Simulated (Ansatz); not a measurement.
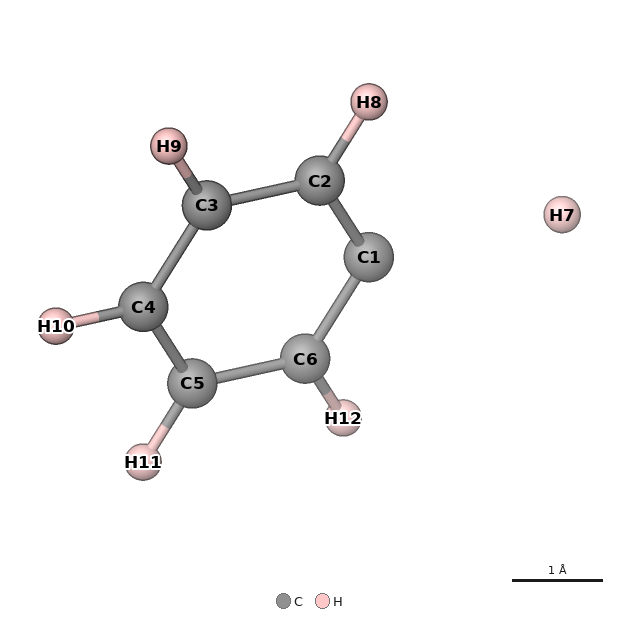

The picture comes from a calculation with Ansatz.

Orthographic view. Distant atoms are faded towards the background colour. Geometry: a fixed input geometry, not necessarily a minimum.

Write the connection table.

C1: C2, C6
C2: C1, C3, H8
C3: C2, C4, H9
C4: C3, C5, H10
C5: C4, C6, H11
C6: C1, C5, H12
H7: none
(terminal hydrogens appear only as neighbours)
